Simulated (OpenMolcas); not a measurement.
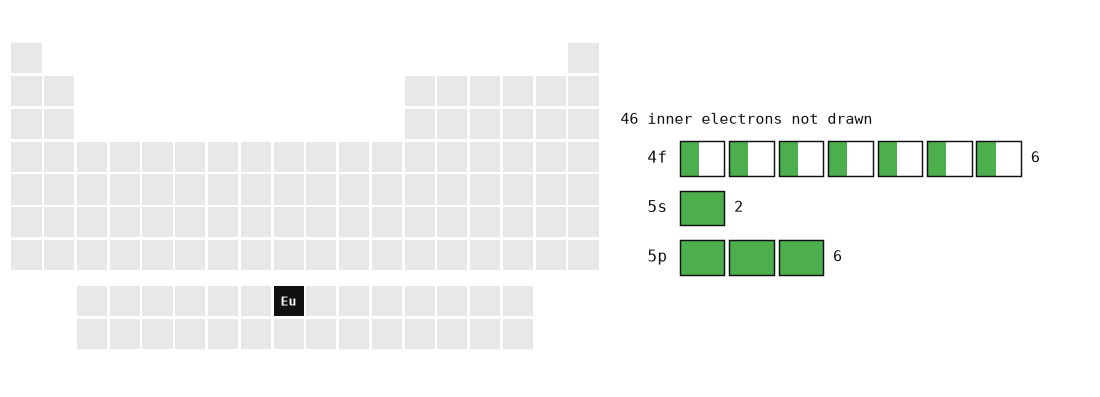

Left, the place of europium in the periodic table; right, the outer shells of the leading configuration of the lowest level: a box for each of the 2l + 1 orbitals, shaded by the share of the shell that is filled, with the electron count at the right.

# Run report: Eu³⁺ complex, multiconfigurational calculation (part 1 of 2)

- system: Eu³⁺ with 8 ligands (F; cube, 2.423 Å), embedded in SrF2 by model potentials and point charges, whose field is part of the energies.
- method: state-averaged CASSCF, active space 6 electrons in the shell 4f, basis ANO-RCC-VDZP on the metal and ANO-RCC-VDZP on the ligands, DKH2 scalar Hamiltonian, spin-orbit coupling by RASSI with atomic mean-field integrals (OpenMolcas)

Input:
```
&GATEWAY
Basis set
Eu.ANO-RCC-VDZP.
Eu1 0.0 0.0 0.0 Angstrom
End of basis
Basis set
F.ANO-RCC-VDZP.
L1 1.398920 1.398920 1.398920 Angstrom
L2 1.398920 1.398920 -1.398920 Angstrom
L3 1.398920 -1.398920 1.398920 Angstrom
L4 1.398920 -1.398920 -1.398920 Angstrom
End of basis
Basis set
Sr.EMB-AIMP.Pascual.0s.0s.ECP.SrF2.
PseudoCharge
* 21 symmetry-unique lattice sites within 7.6 angstrom
End of basis
Basis set
F.EMB-AIMP.Pascual.0s.0s.ECP.SrF2.
PseudoCharge
* 40 symmetry-unique lattice sites within 7.6 angstrom
End of basis
Symmetry
XYZ
AngMom=0.0 0.0 0.0
AMFI
RICD
XField
1348 Angstrom 0
* Evjen-weighted lattice charges
&SEWARD
&RASSCF
FileOrb=start.orb
Symmetry=1
Spin=7
nActEl=6 0 0
Inactive=35 32
Ras2=0 7
CIRoot=7 7 1
SDav=7
CIMx=300
Iter=150 100
PrWF=0.3
OrbListing=Nothing
MaxOrb=0
LevShft=1.0
>>> COPY $Project.JobIph JOB001
&RASSCF
FileOrb=start.orb
Symmetry=1
Spin=5
nActEl=6 0 0
Inactive=35 32
Ras2=0 7
CIRoot=140 140 1
SDav=140
CIMx=300
Iter=150 100
PrWF=0.3
OrbListing=Nothing
MaxOrb=0
CIOnly
LevShft=1.0
>>> COPY $Project.JobIph JOB002
&RASSCF
FileOrb=start.orb
Symmetry=1
Spin=3
nActEl=6 0 0
Inactive=35 32
Ras2=0 7
CIRoot=162 162 1
SDav=588
CIMx=300
Iter=150 100
PrWF=0.3
OrbListing=Nothing
MaxOrb=0
CIOnly
LevShft=1.0
>>> COPY $Project.JobIph JOB003
&RASSI
NrOfJobIphs=2 7 77
1 2 3 4 5 6 7
1 2 3 4 5 6 7 8 9 10 11 12 13 14 15 16 17 18 19 20 21 22 23 24 25 26 27
28 29 30 31 32 33 34 35 36 37 38 39 40 41 42 43 44 45 46 47 48 49 50 51
52 53 54 55 56 57 58 59 60 61 62 63 64 65 66 67 68 69 70 71 72 73 74 75
76 77
IphNames
JOB001
JOB002
EJob
SpinOrbit
DIPRint=1.0
SOCoupling=1000.0
Subsets=2
Property=9
'ANGMOM' 1 'ANGMOM' 2 'ANGMOM' 3 'MLTPL  1' 1 'MLTPL  1' 2 'MLTPL  1' 3
'AMFI' 1 'AMFI' 2 'AMFI' 3
SOProperty=3
'ANGMOM' 1 'ANGMOM' 2 'ANGMOM' 3
```

The file start.orb holds starting orbitals from an earlier step. A driver script formed the levels outside the program, from RASSI's spin-orbit matrix and the active-space energies, averaged over the components of each term or state.

Hardware: 1 thread of Arm Neoverse V2, 24 GiB of memory available, shared host.

Command:
```bash
OMP_NUM_THREADS=1 MOLCAS_MEM=2457 MOLCAS_PROJECT=a pymolcas a.inp > a.log  # once for each step of the input, in one work folder
```

Log (extracts):
```
--- SEWARD ---
Basis set label: EU.ANO-RCC...7S6P4D2F1G.

      Electronic valence basis set:
      ------------------
      Associated Effective Charge  63.000000 au
      Associated Actual Charge     63.000000 au
      Nuclear Model: Point charge

      Shell  nPrim  nBasis  Cartesian Spherical Contaminant
         s      25       7        X
         p      22       6        X
         d      15       4                 X
         f      11       2                 X
         g       4       1                 X
                  Relativistic Douglas-Kroll-Hess integrals:
                    - DKH order of Hamiltonian: 2
                    - DKH order of Properties : 0
                  Atomic mean-field integrals
--- RASSCF ---
Wave function specifications:
      -----------------------------

      Number of closed shell electrons         134
      Number of electrons in active shells       6
      Max number of holes in RAS1 space          0
      Max nr of electrons in RAS3 space          0
      Number of inactive orbitals               67
      Number of active orbitals                  7
      Number of secondary orbitals             106
      Spin quantum number                      3.0
      State symmetry                             1
Orbital specifications:
      -----------------------

      Symmetry species                           1   2
                                                ag  au
      Frozen orbitals                            0   0
      Inactive orbitals                         35  32
      Active orbitals                            0   7
      RAS1 orbitals                              0   0
      RAS2 orbitals                              0   7
      RAS3 orbitals                              0   0
      Secondary orbitals                        57  49
      Deleted orbitals                           0   0
      Number of basis functions                 92  88
      Number of CSFs                             7
      Number of root(s) required                 7
      Iter CI   SX   CI       RASSCF       Energy    max ROT     max BLB   max BLB  Level Ln srch  Step   QN
          iter iter root      energy       change     param      element    value   shift minimum  type update
 Nr of preliminary CI iterations:   1
      Total energies have been shifted. Add               -11000.00 au
        1   1    9    0  -632.56747287    0.00E+00  -5.28E-02   14  53 2 -3.09E-01*  1.08   0.00    SX    NO
        2   1   10    0  -633.40335602   -8.36E-01*  1.87E-02    8  51 2 -8.20E-02*  0.59   0.00    SX    NO
        3   1    9    0  -633.49805145   -9.47E-02* -7.60E-03   32  84 1  3.23E-02*  0.54   0.00    SX    NO
        4   1    9    0  -633.51433912   -1.63E-02* -4.20E-03   29  36 1  1.14E-02*  0.50   0.00    SX    NO
        5   1    9    0  -633.51825167   -3.91E-03*  2.86E-03   29  36 1  6.00E-03*  0.50   1.71    LS   YES
        6   1    9    0  -633.51906912   -8.17E-04* -3.66E-03    9  52 2  1.21E-02*  0.50   1.04    QN   YES
        7   1    8    0  -633.51955139   -4.82E-04* -7.56E-04    7  50 2 -4.19E-03*  0.48   0.83    QN   YES
        8   1    7    0  -633.51961871   -6.73E-05* -3.00E-04   29  80 2 -6.96E-04*  0.49   1.20    QN   YES
        9   1    7    0  -633.51962865   -9.93E-06* -1.68E-04   10  50 2 -2.86E-04*  0.49   1.25    QN   YES
       10   1    6    0  -633.51963010   -1.45E-06* -4.52E-05   11  48 2  1.96E-04*  0.49   1.18    QN   YES
       11   1    5    0  -633.51963023   -1.33E-07*  1.60E-05   11  48 2  4.88E-05   0.49   1.21    QN   YES
       12   1    5    0  -633.51963024   -1.03E-08* -2.04E-06   11  51 2  6.98E-06   0.49   1.13    QN   YES
       13   1    4    0  -633.51963024   -5.09E-10  -9.59E-07   12  49 2 -1.99E-06   0.49   1.36    QN   YES
      Convergence after 13 iterations
       14   1    4    0  -633.51963024   -1.27E-11  -9.59E-07   12  49 2 -8.85E-07   0.49   1.36    QN   YES
      Natural orbitals and occupation numbers for root  1
      sym 2:   1.000000   0.000000   1.000000   1.000000   1.000000   1.000000   1.000000
      Natural orbitals and occupation numbers for root  2
      sym 2:   0.000000   1.000000   1.000000   1.000000   1.000000   1.000000   1.000000
      Natural orbitals and occupation numbers for root  3
      sym 2:   1.000000   1.000000   1.000000   0.000000   1.000000   1.000000   1.000000
::    RASSCF root number  1 Total energy: -11633.52231837
::    RASSCF root number  2 Total energy: -11633.51941202
::    RASSCF root number  3 Total energy: -11633.51941202
::    RASSCF root number  4 Total energy: -11633.51941202
::    RASSCF root number  5 Total energy: -11633.51895243
::    RASSCF root number  6 Total energy: -11633.51895243
::    RASSCF root number  7 Total energy: -11633.51895243
--- RASSCF ---
Wave function specifications:
      -----------------------------

      Number of closed shell electrons         134
      Number of electrons in active shells       6
      Max number of holes in RAS1 space          0
      Max nr of electrons in RAS3 space          0
      Number of inactive orbitals               67
      Number of active orbitals                  7
      Number of secondary orbitals             106
      Spin quantum number                      2.0
      State symmetry                             1
Orbital specifications:
      -----------------------

      Symmetry species                           1   2
                                                ag  au
      Frozen orbitals                            0   0
      Inactive orbitals                         35  32
      Active orbitals                            0   7
      RAS1 orbitals                              0   0
      RAS2 orbitals                              0   7
      RAS3 orbitals                              0   0
      Secondary orbitals                        57  49
      Deleted orbitals                           0   0
      Number of basis functions                 92  88
      Number of CSFs                           140
      Number of root(s) required               140
      Iter CI   SX   CI       RASSCF       Energy    max ROT     max BLB   max BLB  Level Ln srch  Step   QN
          iter iter root      energy       change     param      element    value   shift minimum  type update
 Nr of preliminary CI iterations:   1
        1   1    0    0-11633.29699489    0.00E+00   0.00E+00   37  44 2 -1.81E-02*  0.00   0.00    SX    NO
      Natural orbitals and occupation numbers for root  1
      sym 2:   0.816065   0.763899   0.953056   0.854245   0.860065   0.954688   0.797982
      Natural orbitals and occupation numbers for root  2
      sym 2:   0.930516   0.763899   0.895410   0.791097   0.897727   0.786390   0.934961
      Natural orbitals and occupation numbers for root  3
      sym 2:   0.928071   0.741668   0.789850   0.904876   0.939384   0.838657   0.857494
::    RASSCF root number  1 Total energy: -11633.40971533
::    RASSCF root number  2 Total energy: -11633.40971533
::    RASSCF root number  3 Total energy: -11633.40932056
::    RASSCF root number  4 Total energy: -11633.40932056
::    RASSCF root number  5 Total energy: -11633.40932056
::    RASSCF root number  6 Total energy: -11633.39501580
::    RASSCF root number  7 Total energy: -11633.39501580
::    RASSCF root number  8 Total energy: -11633.39493281
::    RASSCF root number  9 Total energy: -11633.39493281
::    RASSCF root number 10 Total energy: -11633.39493281
::    RASSCF root number 11 Total energy: -11633.39471356
::    RASSCF root number 12 Total energy: -11633.39318654
::    RASSCF root number 13 Total energy: -11633.39318654
::    RASSCF root number 14 Total energy: -11633.39318654
::    RASSCF root number 15 Total energy: -11633.39294875
::    RASSCF root number 16 Total energy: -11633.39294875
::    RASSCF root number 17 Total energy: -11633.39294875
::    RASSCF root number 18 Total energy: -11633.39263257
::    RASSCF root number 19 Total energy: -11633.39263257
::    RASSCF root number 20 Total energy: -11633.39263257
::    RASSCF root number 21 Total energy: -11633.39262324
::    RASSCF root number 22 Total energy: -11633.39262324
::    RASSCF root number 23 Total energy: -11633.38797413
::    RASSCF root number 24 Total energy: -11633.38797413
::    RASSCF root number 25 Total energy: -11633.38797413
::    RASSCF root number 26 Total energy: -11633.38783792
::    RASSCF root number 27 Total energy: -11633.38783792
::    RASSCF root number 28 Total energy: -11633.38736266
::    RASSCF root number 29 Total energy: -11633.38736266
::    RASSCF root number 30 Total energy: -11633.38736265
--- RASSCF ---
Wave function specifications:
      -----------------------------

      Number of closed shell electrons         134
      Number of electrons in active shells       6
      Max number of holes in RAS1 space          0
      Max nr of electrons in RAS3 space          0
      Number of inactive orbitals               67
      Number of active orbitals                  7
      Number of secondary orbitals             106
      Spin quantum number                      1.0
      State symmetry                             1
Orbital specifications:
      -----------------------

      Symmetry species                           1   2
                                                ag  au
      Frozen orbitals                            0   0
      Inactive orbitals                         35  32
      Active orbitals                            0   7
      RAS1 orbitals                              0   0
      RAS2 orbitals                              0   7
      RAS3 orbitals                              0   0
      Secondary orbitals                        57  49
      Deleted orbitals                           0   0
      Number of basis functions                 92  88
      Number of CSFs                           588
      Number of root(s) required               162
      Iter CI   SX   CI       RASSCF       Energy    max ROT     max BLB   max BLB  Level Ln srch  Step   QN
          iter iter root      energy       change     param      element    value   shift minimum  type update
 Nr of preliminary CI iterations:   1
        1   1    0    0-11633.28950582    0.00E+00   0.00E+00   37  44 2 -1.95E-02*  0.00   0.00    SX    NO
      Natural orbitals and occupation numbers for root  1
      sym 2:   0.805999   0.713906   0.824480   0.798488   0.941830   0.958999   0.956298
      Natural orbitals and occupation numbers for root  2
      sym 2:   0.953643   0.714350   0.821047   0.796029   0.811556   0.959121   0.944253
      Natural orbitals and occupation numbers for root  3
      sym 2:   0.953560   0.714032   0.821746   0.795879   0.811248   0.943319   0.960215
::    RASSCF root number  1 Total energy: -11633.31651257
::    RASSCF root number  2 Total energy: -11633.31651257
::    RASSCF root number  3 Total energy: -11633.31651257
::    RASSCF root number  4 Total energy: -11633.31219672
::    RASSCF root number  5 Total energy: -11633.31210325
::    RASSCF root number  6 Total energy: -11633.31210325
::    RASSCF root number  7 Total energy: -11633.31210325
::    RASSCF root number  8 Total energy: -11633.31203321
::    RASSCF root number  9 Total energy: -11633.31203321
::    RASSCF root number 10 Total energy: -11633.31203321
::    RASSCF root number 11 Total energy: -11633.31177182
::    RASSCF root number 12 Total energy: -11633.31177182
::    RASSCF root number 13 Total energy: -11633.31133753
::    RASSCF root number 14 Total energy: -11633.31133753
::    RASSCF root number 15 Total energy: -11633.31133753
::    RASSCF root number 16 Total energy: -11633.31026210
::    RASSCF root number 17 Total energy: -11633.31026210
::    RASSCF root number 18 Total energy: -11633.31026210
::    RASSCF root number 19 Total energy: -11633.31020636
::    RASSCF root number 20 Total energy: -11633.31020636
::    RASSCF root number 21 Total energy: -11633.31016097
::    RASSCF root number 22 Total energy: -11633.31016097
::    RASSCF root number 23 Total energy: -11633.31016097
::    RASSCF root number 24 Total energy: -11633.31011560
::    RASSCF root number 25 Total energy: -11633.31011560
::    RASSCF root number 26 Total energy: -11633.31011560
::    RASSCF root number 27 Total energy: -11633.30744481
::    RASSCF root number 28 Total energy: -11633.30744480
::    RASSCF root number 29 Total energy: -11633.30744480
::    RASSCF root number 30 Total energy: -11633.30730209
```

(Continued in part 2.) Outcome of the run: converged.
